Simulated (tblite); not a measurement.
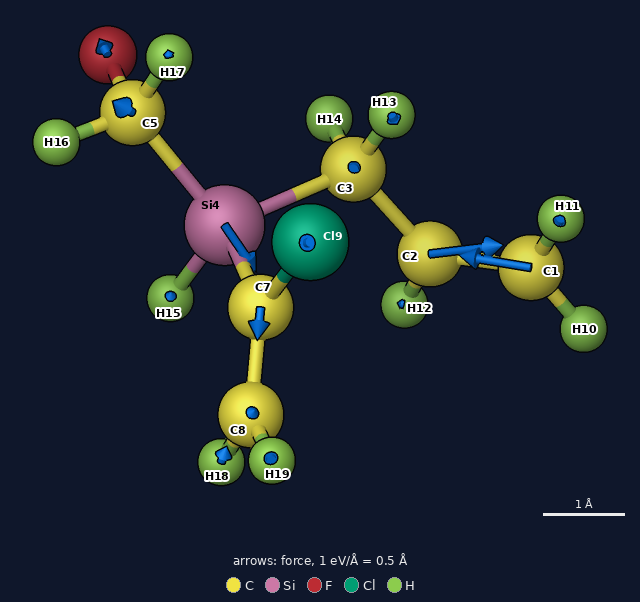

Starting geometry of C6H10ClFSi with the computed forces as blue arrows. A ball-and-stick model, seen from a free direction.

These are results of GFN2-xTB geometry optimisation, gas phase (tblite), not measurements. 

Question: What follows when this structure is relaxed?

Answer: It isn't relaxed: the largest force vector, on a C atom, is 2.18 eV/Å. The final displacements have little in common with the starting forces (cosine between the two patterns 0.15). An H atom moves most after the best rigid fit: 0.36 Å. By element the largest moves are H 0.36 Å, Cl 0.30 Å, C 0.21 Å, F 0.17 Å, Si 0.11 Å. Near-neighbour distances that change, for instance: C–Si 1.859 → 1.921 Å, C–C 1.356 → 1.320 Å, C–Cl 1.759 → 1.739 Å, C–F 1.365 → 1.381 Å. Among the angles between lasting bonds that change: Si–C–Cl 119.9° → 113.0°, Si–C–C 122.6° → 127.6°, C–Si–H 109.3° → 112.9°. The energy falls by 3.98 kcal/mol in 82 geometry steps.
